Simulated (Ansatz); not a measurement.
## A correction line for r2SCAN0-D4/def2-TZVPP: atomisation energy

The atomisation energy (no zero-point term) in kJ/mol of 7 B-containing molecules: x at r2SCAN0-D4/def2-TZVPP, y at CCSD(T)/CBS estimate. Shapes, held fixed at every level: PBE0-D4/def2-TZVP. Flexible molecules stand in one conformer, not always the lowest. Programs: Ansatz 0.2.0.

| molecule | x (kJ/mol) | y (kJ/mol) |
| --- | --- | --- |
| C2H6BN (SMILES [BH3-]C#[N+]C) | 3772 | 3791 |
| C2H9BS (SMILES [BH3-][S+](C)C) | 4503 | 4505 |
| BH(CH3)2(SH2) | 4523 | 4529 |
| C4H4BN (SMILES b1ccccn1) | 4627 | ? |
| C3H9BO (SMILES [BH3-][O+]=C(C)C) | 5324 | 5350 |
| B(CH3)3(OH2) | 5981 | 6019 |
| P(BH3)(CH3)3 | 6106 | 6104 |

Task: Fit y = c + s·x to the known rows and predict y for C4H4BN.

Result: 
1. Means of the 6 rows: x = 5034.83, y = 5049.7.
2. Σ(Δx)² = 4265815, Σ(Δx·Δy) = 4279017, so the slope is 4279017/4265815 = 1.0031.
3. Intercept: 5049.7 − (1.0031) × 5034.83 = -0.7. The largest residual of the fit is 20.
4. C4H4BN: -0.7 + 1.0031 × 4627 = 4641 kJ/mol.

CCSD(T)/CBS estimate gives 4644 kJ/mol, so the prediction is off by -3 kJ/mol, within the largest residual. Uncorrected, r2SCAN0-D4/def2-TZVPP misses C4H4BN by -17 kJ/mol, and the other rows by 16 on average. The line removes about 80 % of this miss, partly by chance. Left out in turn, the other rows are missed by 20 kJ/mol on average, worse than no correction. The CBS estimate extrapolates MP2 from def2-TZVPP and def2-QZVPP and adds CCSD(T) − MP2 in the triple-zeta set, cores frozen.

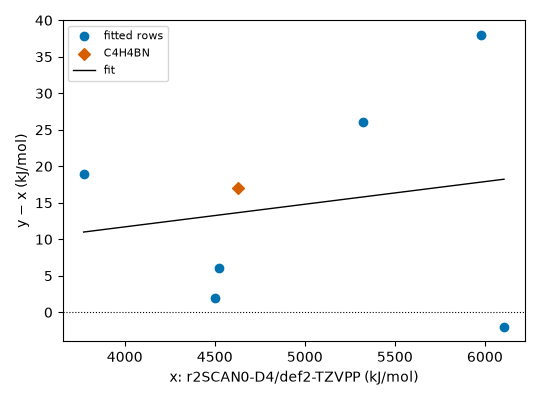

The correction y − x against x, with the fitted line and the withheld molecule.
